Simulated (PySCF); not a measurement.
C₄H₂NO₂, doublet, SMILES `N#C/C=C/C([O])=O`.

Method: PBE/def2-SVPD; geometry: GFN2-xTB; program: PySCF. No frequency check shows the geometry to be a minimum. The stability of the open-shell solution wasn't checked. GFN2-xTB doesn't know the spin state, so this open-shell geometry is rough.

Geometry (Å), atoms numbered from 1:

```
N1      -3.3596    0.2389    0.0000
C2      -2.2508   -0.0402    0.0000
C3      -0.8879   -0.4221    0.0000
C4       0.0697    0.4795    0.0000
C5       1.6727   -0.0106    0.0000
O6       1.7326   -1.2061    0.0000
O7       2.3427    0.9840    0.0000
H8      -0.6929   -1.4878    0.0000
H9      -0.0143    1.5516    0.0000
```

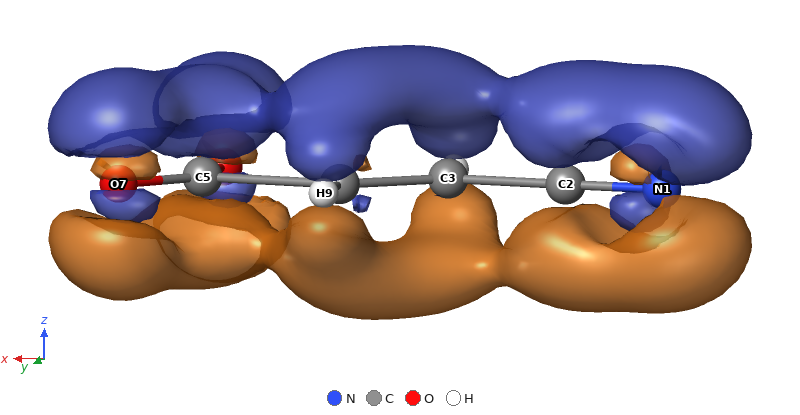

Change of the electron density in a uniform field of 0.26 V/Å, surfaces at ±0.0015 e/Å³ (orange: gain, blue: loss).

The field was applied in both directions; the picture shows the one opposite to the script's first.

> Along which Cartesian direction does the field point?

Along +z: electrons gather on the −z side, against the field.

> How large is the response?

The induced dipole is 0.45 D (along the field); α along this axis, from the fields in both directions, is 36 bohr³ (5.3 Å³).
